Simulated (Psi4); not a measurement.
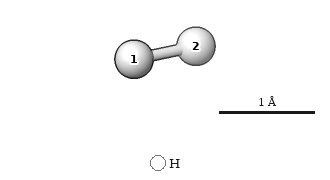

*The structure (ball-and-stick view, seen at a tilt; atoms are numbered from 1 in the order of the input).*

## Run report: H₂, optimise calculation

H₂, multiplicity 2, set up with CEPA(1)/aug-pcseg-1, RHF (Psi4 1.11).

The geometry comes from this level: PBE0-D4/def2-TZVP.

The input (h2.inp)
```
memory 1600 MB

molecule geom {
  0 2
  H      0.319300    -0.099200     0.165500
  H     -0.319300     0.099200    -0.165500
  symmetry c1
}

set basis aug-pcseg-1
set reference rhf
set scf_type pk
set geom_maxiter 50
set g_convergence turbomole

e = opt('cepa(1)')
```

Hardware: 1 thread of Intel Xeon (Granite Rapids), 176 GiB of memory available, shared host.

Command:
```bash
psi4 h2.inp h2.out -n 1
```

The program's output
```
Psi4 1.11 release

qcelemental.exceptions.ValidationError: Inconsistent or unspecified chg/mult: sys chg: None, frag chg: [0.0], sys mult: None, frag mult: [2]

Printing out the relevant lines from the Psithon --> Python processed input file:
    from psi4.driver.wrapper_database import database, db, DB_RGT, DB_RXN
    from psi4.driver.wrapper_autofrag import auto_fragments
    psi4_io = core.IOManager.shared_object()
    core.set_memory_bytes(1600000000)

--> geom = geometry("""
      0 2
      H      0.319300    -0.099200     0.165500
      H     -0.319300     0.099200    -0.165500
      symmetry c1
    ""","geom")

!----------------------------------------------------------------------------------!
!                                                                                  !
!  Inconsistent or unspecified chg/mult: sys chg: None, frag chg: [0.0], sys mult: !
!     None, frag mult: [2]                                                         !
!                                                                                  !
!----------------------------------------------------------------------------------!

    Psi4 run time: 0:00:00.00
```

What the run reported

```csv
quantity,value
outcome,refused by the program
```

Diagnosis

Some settings of this run were drawn to be unusual or wrong (multiplicity set to 2 (from 1)). The program refused the input: “Inconsistent or unspecified chg/mult: sys chg: None, frag chg: [0.0], sys mult: None, frag mult: [2]”
